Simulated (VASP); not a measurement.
Band structure of Re$_{3}$B (space group Cmcm). Level of theory: LDA (Ceperley-Alder, Perdew-Zunger), VASP's LDA PAW potentials (set 64) (plane waves; VASP).

Unless said otherwise, spin-orbit coupling is left out, though it shifts the bands of the heavy elements here.

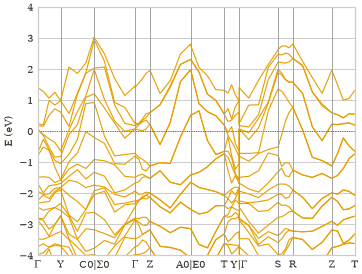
Figure. Bands along high-symmetry lines, zero at the valence-band maximum or, without a gap, the Fermi level

**Question.** Read the plot: is there a gap, and where are the band edges?

**Answer.** It has no gap at this level: it comes out as a metal or semimetal.

The structure comes from a measured Re3B entry of the Crystallography Open Database, whose conditions weren't checked. The cell was not relaxed at this level. The k-mesh is coarse (spacing up to 0.46 per Å, 2π included), so the numbers may not be converged in it.
